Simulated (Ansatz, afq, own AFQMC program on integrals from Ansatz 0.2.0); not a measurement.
# CH2Ge+ (doublet): AFQMC on the coupled-cluster ladder, cc-pVTZ

How near does AFQMC come to the top of the ladder for CH2Ge+ (doublet)?

The runs use Ansatz 0.2.0, Gaussian basis, and an in-house AFQMC program (afq) on its integrals; all values are calculated; cc-pVTZ, frozen cores.

Plan: PBE (unrestricted); CCSD(T) on UHF; r2SCAN (unrestricted); PBE0 (unrestricted); B3LYP (unrestricted); CCSDT(Q) on UHF; wB97M-V (unrestricted); CCSD(T) on UHF; B2PLYP (unrestricted); CCSD(T) on UHF; Phaseless AFQMC, CISD trial on UHF; Phaseless AFQMC, single-determinant trial on UHF; Free-projection AFQMC, CISD trial on UHF; CCSD(T) on ROHF; CCSDT(Q) on ROHF; Phaseless AFQMC, CISD trial on ROHF; Phaseless AFQMC, single-determinant trial on ROHF; Free-projection AFQMC, CISD trial on ROHF.

2 further runs of the same task are left out: 2 that didn't finish.

## Step 1: What is computed

The geometry is a PBE0/def2-TZVP stationary point (not a proven minimum) of the parent state, kept for this charge and spin. No spin-orbit coupling is included. The filled d shell of Ge may be among the frozen orbitals whatever the setting's name suggests; the logs give the count.

4 atoms, charge 1, spin multiplicity 2.

Atoms are counted from 1 here; the program's logs count them from 0.

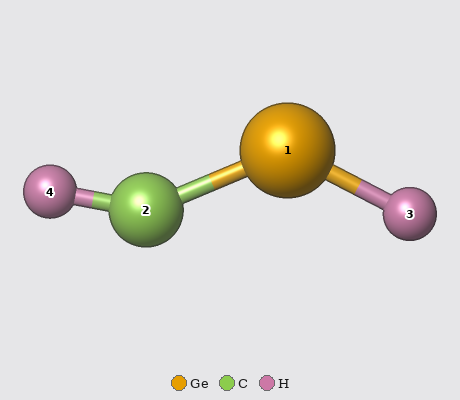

The geometry (germanium amber, carbon green, hydrogen pink); atoms are numbered from 1 in the order of the file.

## Step 2: PBE (unrestricted)

Contents of in.yaml:

```yaml
crystal:
  periodic: [false, false, false]
  atoms:
    - {symbol: Ge, position_ang: [0.000000, -0.042396, 0.251137]}
    - {symbol: C, position_ang: [0.000000, 0.196479, -1.432580]}
    - {symbol: H, position_ang: [0.000000, 0.984283, 1.379496]}
    - {symbol: H, position_ang: [0.000000, -0.270164, -2.407607]}
basis:
  gaussian: {orbitals: cc-pVTZ}
total_charge: 1
magnetization: {spin_polarized: true, initial_magnetization: 1}
hamiltonian: {xc: {name: PBE}}
output: {orbitals: {seedname: orbitals}}
```

On the command line:

```bash
$ ansatz run in.yaml --threads 1 --pin off --events-out ev --progress --plain --max-ram 5632MiB --backend cpu
```

Standard output, shortened:

```text
Functional definition: PBE
  name "PBE"
  cite "Perdew, Burke & Ernzerhof, Phys. Rev. Lett. 77, 3865 (1996) doi:10.1103/PhysRevLett.77.3865"
  parent pbe
[...]
641 factors; their error is unknown
[...]
mean field -57566.33986582 eV, -2115.5239702023 hartree, gradient 4.1e-5 eV, S^2 0.768309; 6 other end points of the search recorded, 0 dependent functions left out
reference -57566.33989905 eV, -2115.5239714234 hartree; 20, 19 occupied and 81, 82 virtual orbitals, 641 factors
Total energy: -57566.33989905 eV, -2115.5239714234 hartree
```

Run time: 4.2 s. Hardware: 1 thread of AMD EPYC 7R13 (Zen 3), shared host; peak memory 1.8 GiB.

From the report: ⟨S²⟩ of the determinant 0.768 (pure doublet: 0.75).

## Step 3: CCSD(T) on UHF

Changes to in.yaml since step 2:

```diff
@@ -11,3 +11,2 @@
 magnetization: {spin_polarized: true, initial_magnetization: 1}
-hamiltonian: {xc: {name: PBE}}
-output: {orbitals: {seedname: orbitals}}
+correlation: {method: ccsd_t, electrons: outside_noble_gas, hamiltonian_folder: ham}
```

On the command line:

```bash
$ ansatz run in.yaml --threads 1 --pin off --events-out ev --progress --plain --max-ram 16896MiB --backend cuda --devices 0, --max-vram 18GiB
```

Standard output, shortened:

```text
Functional definition: HF
  name "HF"
  cite "Fock, Z. Phys. 61, 126 (1930) doi:10.1007/BF01340294"
  parent pbe
[...]
611 factors; integrals over basis functions are off by at most 1.3e-3 eV
[...]
mean field -57525.94213094 eV, -2114.0393808280 hartree, gradient 3.0e-6 eV, S^2 1.473426; 20 other end points of the search recorded, 0 dependent functions left out
[...]
15 core orbitals not correlated: weight in the atoms' cores, before any rotation towards them, 0.998 or more for the frozen orbitals, at most 0.002 for the correlated occupied ones
reference -57525.94213094 eV, -2114.0393808280 hartree; 5, 4 occupied and 81, 82 virtual orbitals, 611 factors
second order -4.80127012 eV of doubles, -0.00000000 eV of singles
cycle   1  -5.97022472 eV  change   -2.5e-7 eV  update   4.0e-6
perturbative correction -0.31497443 eV, -0.0115750970 hartree
Total energy: -57532.22733009 eV, -2114.2703576366 hartree
```

Run time: 12 s. Hardware: 1 × NVIDIA H100 80GB HBM3 with 1 thread of AMD EPYC 7R13 (Zen 3), shared host; peak host memory 1.8 GiB.

From the report: ⟨S²⟩ of the determinant 1.473 (pure doublet: 0.75); correlation -6.2852 eV; T1 0.084; largest double amplitude 0.18. The determinant is far from a pure spin state, so its energy mixes those of several spin states (harmless only where they are near-degenerate, as at dissociation).

This run also writes the integrals to the folder ham.

## Step 4: r2SCAN (unrestricted)

Changes to in.yaml since step 3:

```diff
@@ -11,2 +11,2 @@
 magnetization: {spin_polarized: true, initial_magnetization: 1}
-correlation: {method: ccsd_t, electrons: outside_noble_gas, hamiltonian_folder: ham}
+hamiltonian: {xc: {name: r2SCAN}}
```

On the command line:

```bash
$ ansatz run in.yaml --threads 1 --pin off --events-out ev --progress --plain --max-ram 5632MiB --backend cpu
```

Standard output, shortened:

```text
Functional definition: r2SCAN
  name "r2SCAN"
  cite "Furness, Kaplan, Ning, Perdew & Sun, J. Phys. Chem. Lett. 11, 8208 (2020) doi:10.1021/acs.jpclett.0c02405"
  cite "Furness, Kaplan, Ning, Perdew & Sun, J. Phys. Chem. Lett. 11, 9248 (2020) doi:10.1021/acs.jpclett.0c03077"
  parent r2scan
[...]
641 factors; their error is unknown
[...]
mean field -57575.39453894 eV, -2115.8567233018 hartree, gradient 2.6e-5 eV, S^2 0.847760; 6 other end points of the search recorded, 0 dependent functions left out
reference -57575.39455100 eV, -2115.8567237451 hartree; 20, 19 occupied and 81, 82 virtual orbitals, 641 factors
Total energy: -57575.39455100 eV, -2115.8567237451 hartree
```

It took 14 s on 1 thread of AMD EPYC 7R13 (Zen 3), shared host; peak memory 1.8 GiB.

From the report: ⟨S²⟩ of the determinant 0.848 (pure doublet: 0.75).

## Step 5: PBE0 (unrestricted)

Changes to in.yaml since step 4:

```diff
@@ -11,2 +11,3 @@
 magnetization: {spin_polarized: true, initial_magnetization: 1}
-hamiltonian: {xc: {name: r2SCAN}}
+hamiltonian: {xc: {name: PBE0}}
+output: {orbitals: {seedname: orbitals}}
```

Same command.

Standard output, shortened:

```text
Functional definition: PBE0
  name "PBE0"
  cite "Adamo & Barone, J. Chem. Phys. 110, 6158 (1999) doi:10.1063/1.478522"
  cite "Perdew, Burke & Ernzerhof, Phys. Rev. Lett. 77, 3865 (1996) doi:10.1103/PhysRevLett.77.3865"
  parent pbe
[...]
707 factors; their error is unknown
[...]
mean field -57567.75212633 eV, -2115.5758698187 hartree, gradient 2.0e-5 eV, S^2 0.905826; 3 other end points of the search recorded, 0 dependent functions left out
reference -57567.75215126 eV, -2115.5758707349 hartree; 20, 19 occupied and 81, 82 virtual orbitals, 707 factors
Total energy: -57567.75215126 eV, -2115.5758707349 hartree
```

Wall time 3.9 s (1 thread of AMD EPYC 7R13 (Zen 3), shared host); peak memory 1.8 GiB.

From the report: ⟨S²⟩ of the determinant 0.906 (pure doublet: 0.75).

## Step 6: B3LYP (unrestricted)

Changes to in.yaml since step 5:

```diff
@@ -11,3 +11,2 @@
 magnetization: {spin_polarized: true, initial_magnetization: 1}
-hamiltonian: {xc: {name: PBE0}}
-output: {orbitals: {seedname: orbitals}}
+hamiltonian: {xc: {name: B3LYP}}
```

Same command.

Standard output, shortened:

```text
Functional definition: B3LYP
  name "B3LYP"
  cite "Stephens, Devlin, Chabalowski & Frisch, J. Phys. Chem. 98, 11623 (1994) doi:10.1021/j100096a001"
  cite "Becke, Phys. Rev. A 38, 3098 (1988) doi:10.1103/PhysRevA.38.3098"
  cite "Lee, Yang & Parr, Phys. Rev. B 37, 785 (1988) doi:10.1103/PhysRevB.37.785"
  cite "Vosko, Wilk & Nusair, Can. J. Phys. 58, 1200 (1980) doi:10.1139/p80-159"
[...]
698 factors; their error is unknown
[...]
mean field -57577.64869095 eV, -2115.9395618605 hartree, gradient 3.2e-5 eV, S^2 0.806083; 3 other end points of the search recorded, 0 dependent functions left out
reference -57577.64888994 eV, -2115.9395691732 hartree; 20, 19 occupied and 81, 82 virtual orbitals, 698 factors
Total energy: -57577.64888994 eV, -2115.9395691732 hartree
```

Run time: 4.2 s. Hardware: 1 thread of AMD EPYC 7R13 (Zen 3), shared host; peak memory 1.8 GiB.

From the report: ⟨S²⟩ of the determinant 0.806 (pure doublet: 0.75).

## Step 7: CCSDT(Q) on UHF

Changes to in.yaml since step 6:

```diff
@@ -11,2 +11,2 @@
 magnetization: {spin_polarized: true, initial_magnetization: 1}
-hamiltonian: {xc: {name: B3LYP}}
+correlation: {method: ccsdt_q, electrons: outside_noble_gas}
```

On the command line:

```bash
$ ansatz run in.yaml --threads 1 --pin off --events-out ev --progress --plain --max-ram 16896MiB --backend cuda --devices 0, --max-vram 18GiB
```

Standard output, shortened:

```text
Functional definition: HF
  name "HF"
  cite "Fock, Z. Phys. 61, 126 (1930) doi:10.1007/BF01340294"
  parent pbe
[...]
1196 factors; integrals over basis functions are off by at most 1.8e-7 eV
[...]
mean field -57525.94218870 eV, -2114.0393829506 hartree, gradient 3.4e-6 eV, S^2 1.473426; 20 other end points of the search recorded, 0 dependent functions left out
[...]
reference -57525.94218870 eV, -2114.0393829506 hartree; 5, 4 occupied and 81, 82 virtual orbitals, 1196 factors
second order -4.80129276 eV of doubles, -0.00000000 eV of singles
cycle   1  -5.36230851 eV  change   -5.6e-1 eV  update   8.8e-2
[...]
cycle  26  -6.38998766 eV  change   -4.9e-8 eV  update   2.5e-7
perturbative correction -0.03581726 eV, -0.0013162599 hartree
Total energy: -57532.36799361 eV, -2114.2755269256 hartree
```

Wall time 20 s (1 × NVIDIA H100 80GB HBM3 with 1 thread of AMD EPYC 7R13 (Zen 3), shared host); peak host memory 1.8 GiB.

From the report: ⟨S²⟩ of the determinant 1.473 (pure doublet: 0.75); correlation -6.4258 eV; T1 0.110; largest double amplitude 0.26. The determinant is far from a pure spin state, so its energy mixes those of several spin states (harmless only where they are near-degenerate, as at dissociation).

## Step 8: wB97M-V (unrestricted)

Changes to in.yaml since step 7:

```diff
@@ -11,2 +11,3 @@
 magnetization: {spin_polarized: true, initial_magnetization: 1}
-correlation: {method: ccsdt_q, electrons: outside_noble_gas}
+hamiltonian: {xc: {name: wB97M-V}}
+output: {orbitals: {seedname: orbitals}}
```

On the command line:

```bash
$ ansatz run in.yaml --threads 1 --pin off --events-out ev --progress --plain --max-ram 5632MiB --backend cpu
```

Standard output, shortened:

```text
Functional definition: wB97M-V
  name "wB97M-V"
  cite "Mardirossian & Head-Gordon, J. Chem. Phys. 144, 214110 (2016) doi:10.1063/1.4952647"
  cite "Becke, J. Chem. Phys. 107, 8554 (1997) doi:10.1063/1.475007"
  cite "Vydrov & Van Voorhis, J. Chem. Phys. 133, 244103 (2010) doi:10.1063/1.3521275"
  # Of w^i u^j: cxij and so on, Table III.
[...]
  gx(w, u) = 1 - cx + cx01*u + cx10*w
[...]
      + integral(e_c_pw_mod_opposite_spin*gos(b97_w_opposite, b97_u_opposite)) + vv10(b, c)
691 factors; their error is unknown
152 factors; integrals over basis functions are off by at most 2.5e-5 eV
[...]
mean field -57572.51513707 eV, -2115.7509072348 hartree, gradient 2.5e-5 eV, S^2 0.923313; 3 other end points of the search recorded, 0 dependent functions left out
reference -57572.51517445 eV, -2115.7509086087 hartree; 20, 19 occupied and 81, 82 virtual orbitals, 691 factors
Total energy: -57572.51517445 eV, -2115.7509086087 hartree
```

It took 13 s on 1 thread of AMD EPYC 7R13 (Zen 3), shared host; peak memory 1.8 GiB.

From the report: ⟨S²⟩ of the determinant 0.923 (pure doublet: 0.75).

## Step 9: CCSD(T) on UHF

Changes to in.yaml since step 8:

```diff
@@ -8,6 +8,5 @@
 basis:
-  gaussian: {orbitals: cc-pVTZ}
+  gaussian: {orbitals: def2-TZVPP}
 total_charge: 1
 magnetization: {spin_polarized: true, initial_magnetization: 1}
-hamiltonian: {xc: {name: wB97M-V}}
-output: {orbitals: {seedname: orbitals}}
+correlation: {method: ccsd_t, electrons: outside_noble_gas}
```

On the command line:

```bash
$ ansatz run in.yaml --threads 1 --pin off --events-out ev --progress --plain --max-ram 16896MiB --backend cuda --devices 0, --max-vram 18GiB
```

Standard output, shortened:

```text
Functional definition: HF
  name "HF"
  cite "Fock, Z. Phys. 61, 126 (1930) doi:10.1007/BF01340294"
  parent pbe
[...]
666 factors; integrals over basis functions are off by at most 1.3e-3 eV
[...]
mean field -57524.89733857 eV, -2114.0009854167 hartree, gradient 5.0e-6 eV, S^2 1.473888; 19 other end points of the search recorded, 0 dependent functions left out
[...]
15 core orbitals not correlated: weight in the atoms' cores, before any rotation towards them, 0.998 or more for the frozen orbitals, at most 0.002 for the correlated occupied ones
reference -57524.89733857 eV, -2114.0009854167 hartree; 5, 4 occupied and 87, 88 virtual orbitals, 666 factors
second order -4.78355049 eV of doubles, -0.00000000 eV of singles
cycle   1  -5.95289659 eV  change   -6.9e-7 eV  update   2.3e-6
perturbative correction -0.31213224 eV, -0.0114706481 hartree
Total energy: -57531.16236740 eV, -2114.2312209796 hartree
```

It took 8.5 s on 1 × NVIDIA H100 80GB HBM3 with 1 thread of AMD EPYC 7R13 (Zen 3), shared host; peak host memory 1.8 GiB.

From the report: ⟨S²⟩ of the determinant 1.474 (pure doublet: 0.75); correlation -6.2650 eV; T1 0.084; largest double amplitude 0.18. The determinant is far from a pure spin state, so its energy mixes those of several spin states (harmless only where they are near-degenerate, as at dissociation).

## Step 10: B2PLYP (unrestricted)

Changes to in.yaml since step 9:

```diff
@@ -8,5 +8,6 @@
 basis:
-  gaussian: {orbitals: def2-TZVPP}
+  gaussian: {orbitals: cc-pVTZ}
 total_charge: 1
 magnetization: {spin_polarized: true, initial_magnetization: 1}
-correlation: {method: ccsd_t, electrons: outside_noble_gas}
+hamiltonian: {xc: {name: B2PLYP}}
+correlation: {electrons: outside_noble_gas}
```

On the command line:

```bash
$ ansatz run in.yaml --threads 1 --pin off --events-out ev --progress --plain --max-ram 5632MiB --backend cpu
```

Standard output, shortened:

```text
Functional definition: B2PLYP
  name "B2PLYP"
  cite "Grimme, J. Chem. Phys. 124, 034108 (2006) doi:10.1063/1.2148954"
  cite "Becke, Phys. Rev. A 38, 3098 (1988) doi:10.1103/PhysRevA.38.3098"
  cite "Lee, Yang & Parr, Phys. Rev. B 37, 785 (1988) doi:10.1103/PhysRevB.37.785"
[...]
611 factors; integrals over basis functions are off by at most 1.3e-3 eV
[...]
mean field -57562.19119518 eV, -2115.3715093683 hartree, gradient 2.0e-6 eV, S^2 1.156730; 6 other end points of the search recorded, 0 dependent functions left out
15 core orbitals not correlated: weight in the atoms' cores, before any rotation towards them, 0.998 or more for the frozen orbitals, at most 0.003 for the correlated occupied ones
reference -57562.19132161 eV, -2115.3715140145 hartree; 5, 4 occupied and 81, 82 virtual orbitals, 611 factors
second order -6.64528251 eV of doubles, -0.00000000 eV of singles
Total energy: -57563.98554789 eV, -2115.4374506140 hartree
```

It took 13 s on 1 thread of AMD EPYC 7R13 (Zen 3), shared host; peak memory 1.8 GiB.

From the report: ⟨S²⟩ of the determinant 1.157 (pure doublet: 0.75).

## Step 11: CCSD(T) on UHF

Changes to in.yaml since step 10:

```diff
@@ -8,6 +8,5 @@
 basis:
-  gaussian: {orbitals: cc-pVTZ}
+  gaussian: {orbitals: "def2-QZVPP.json"}
 total_charge: 1
 magnetization: {spin_polarized: true, initial_magnetization: 1}
-hamiltonian: {xc: {name: B2PLYP}}
-correlation: {electrons: outside_noble_gas}
+correlation: {method: ccsd_t, electrons: outside_noble_gas}
```

On the command line:

```bash
$ ansatz run in.yaml --threads 1 --pin off --events-out ev --progress --plain --max-ram 16896MiB --backend cuda --devices 0, --max-vram 18GiB
```

Standard output, shortened:

```text
Functional definition: HF
  name "HF"
  cite "Fock, Z. Phys. 61, 126 (1930) doi:10.1007/BF01340294"
  parent pbe
[...]
1305 factors; integrals over basis functions are off by at most 1.0e-3 eV
[...]
mean field -57526.10462914 eV, -2114.0453525267 hartree, gradient 2.5e-6 eV, S^2 1.474968; 19 other end points of the search recorded, 0 dependent functions left out
[...]
15 core orbitals not correlated: weight in the atoms' cores, before any rotation towards them, 0.998 or more for the frozen orbitals, at most 0.002 for the correlated occupied ones
reference -57526.10462914 eV, -2114.0453525267 hartree; 5, 4 occupied and 186, 187 virtual orbitals, 1305 factors
second order -5.12937125 eV of doubles, -0.00000000 eV of singles
cycle   1  -6.23565944 eV  change    1.1e-6 eV  update   3.8e-6
perturbative correction -0.33923534 eV, -0.0124666690 hartree
Total energy: -57532.67952393 eV, -2114.2869754535 hartree
```

Wall time 21 s (1 × NVIDIA H100 80GB HBM3 with 1 thread of AMD EPYC 7R13 (Zen 3), shared host); peak host memory 1.8 GiB.

From the report: ⟨S²⟩ of the determinant 1.475 (pure doublet: 0.75); correlation -6.5749 eV; T1 0.084; largest double amplitude 0.17. The determinant is far from a pure spin state, so its energy mixes those of several spin states (harmless only where they are near-degenerate, as at dissociation).

## Step 12: Phaseless AFQMC, CISD trial on UHF

It reads the integrals that the CCSD(T) run on this determinant wrote.

On the command line:

```bash
$ afq ham --method phaseless --trial cisd --walkers 800 --populations 20 --least-time 60 --time-step 0.005 --steps-per-block 50 --equilibration-blocks 28 --max-blocks 4000 --target-error 0.00018 --factor-cut 1e-05 --start spin_pure --seed 5941 --release-times 0.24,0.51,0.99,1.62,2.4 --release-step 0.03 --release-every 3 --taylor-order 6
```

Standard output:

```text
orbitals 86  electrons 5 4  factors 567 of 611
reference energy -2114.03938083 Eh
CCSD correlation -0.21940197 Eh in 17 cycles, weight of the determinant in the CISD state 0.7521
energy of the start -2114.220143 Eh
 block  time / (1/Eh)  mean weight  energy / Eh
     1     0.250  1.0010  -2114.241365
     2     0.500  1.0011  -2114.252145
     3     0.750  0.9996  -2114.258306
     4     1.000  0.9998  -2114.264284
     5     1.250  1.0002  -2114.266033
     6     1.500  0.9999  -2114.269611
     7     1.750  0.9998  -2114.269805
     8     2.000  1.0000  -2114.271543
     9     2.250  1.0002  -2114.273133
    10     2.500  0.9997  -2114.274277
    12     3.000  1.0006  -2114.273663
    23     5.750  1.0002  -2114.276900
    34     8.500  0.9996  -2114.272898
    45    11.250  0.9991  -2114.276630
    56    14.000  1.0006  -2114.274974
    67    16.750  1.0001  -2114.273949
    78    19.500  1.0001  -2114.275221
    89    22.250  0.9998  -2114.272946
   100    25.000  1.0001  -2114.274038
   111    27.750  1.0005  -2114.278067
   122    30.500  1.0005  -2114.275702
   133    33.250  0.9993  -2114.275723
   144    36.000  1.0006  -2114.273770
   155    38.750  0.9996  -2114.276071
   166    41.500  0.9999  -2114.273188
   177    44.250  0.9994  -2114.272888
   188    47.000  1.0001  -2114.276863
   199    49.750  1.0000  -2114.272609
   210    52.500  0.9995  -2114.273192
   221    55.250  0.9996  -2114.276938
   232    58.000  1.0003  -2114.274636
   243    60.750  0.9997  -2114.275413
   254    63.500  1.0005  -2114.272659
   265    66.250  0.9999  -2114.274085
   276    69.000  1.0006  -2114.274745
   287    71.750  1.0002  -2114.276169
   298    74.500  1.0002  -2114.276829
   309    77.250  1.0004  -2114.273769
   320    80.000  1.0006  -2114.277388
   331    82.750  0.9998  -2114.273536
   342    85.500  0.9998  -2114.270833
   353    88.250  1.0006  -2114.272110
   364    91.000  0.9993  -2114.270507
   375    93.750  1.0004  -2114.275730
   386    96.500  1.0000  -2114.272070
   397    99.250  0.9994  -2114.273271
   408   102.000  0.9996  -2114.275856
   419   104.750  0.9996  -2114.274417
   430   107.500  1.0002  -2114.278041
   441   110.250  0.9994  -2114.276497
   452   113.000  1.0002  -2114.273894
error from the spread of 20 populations
released: time / (1/Eh)  energy / Eh  error  mean overlap
  0.24  -2114.274872  0.000164  0.9988
  0.51  -2114.274911  0.000147  0.9994
  0.99  -2114.275467  0.000200  0.9928
  1.62  -2114.275044  0.000211  0.9911
  2.40  -2114.275661  0.000235  0.9793
energy -2114.274463 +/- 0.000180 Eh
```

It took 3.1 min on 1 × NVIDIA H100 80GB HBM3 with 2 threads of AMD EPYC 7R13 (Zen 3), shared host; peak host memory 1.8 GiB.

Energy -57532.3390 ± 0.0049 eV. Caveats: constraint bias not in the error.

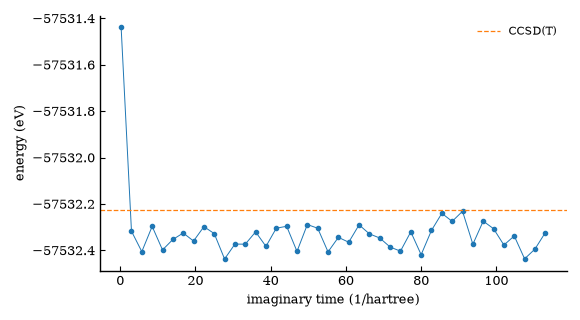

Block energies along the walk.

(Part 1 of 2 ends here.)
